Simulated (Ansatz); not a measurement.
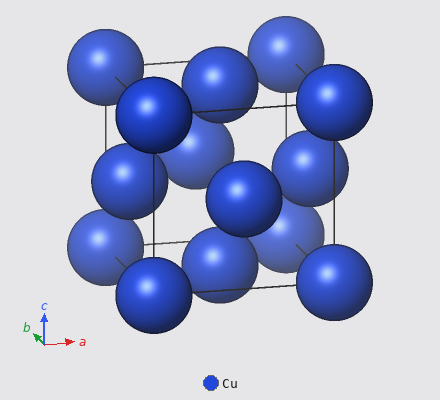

Cu (Fm-3m, No. 225): a calculation's starting geometry.

```cif
data_structure
_symmetry_space_group_name_H-M 'Fm-3m'
_symmetry_Int_Tables_number 225
_cell_length_a 3.6100
_cell_length_b 3.6100
_cell_length_c 3.6100
_cell_angle_alpha 90.000
_cell_angle_beta 90.000
_cell_angle_gamma 90.000
_cell_volume 47.05
loop_
_atom_site_label
_atom_site_type_symbol
_atom_site_symmetry_multiplicity
_atom_site_Wyckoff_symbol
_atom_site_fract_x
_atom_site_fract_y
_atom_site_fract_z
_atom_site_occupancy
Cu1 Cu 4 a 0.00000 0.00000 0.00000 1
```

Question: What will a dark-field STEM-like image along [221] show? The image is simulated as a sum over atoms of Z^1.7, blurred by a 0.58 Å probe (no channelling). The probe carries 15 % of its weight in a tail 2.5 times as wide. The display is stretched by a gamma of 0.8; percentages refer to the linear signal. Shot noise and a slight drift were added.

Answer: The columns repeat on a centred rectangular net of 0.85 × 2.55 Å (plane group c2mm). All columns are alike (Cu). The shortest distance between visible columns is 0.85 Å in projection. Along the beam the structure repeats every 10.83 Å.

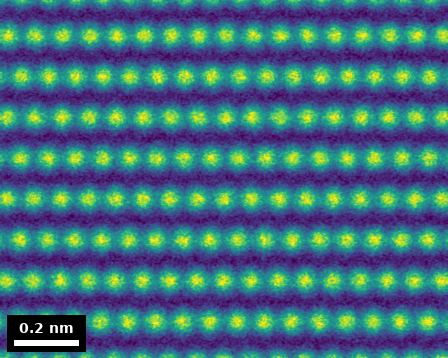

The simulated image.
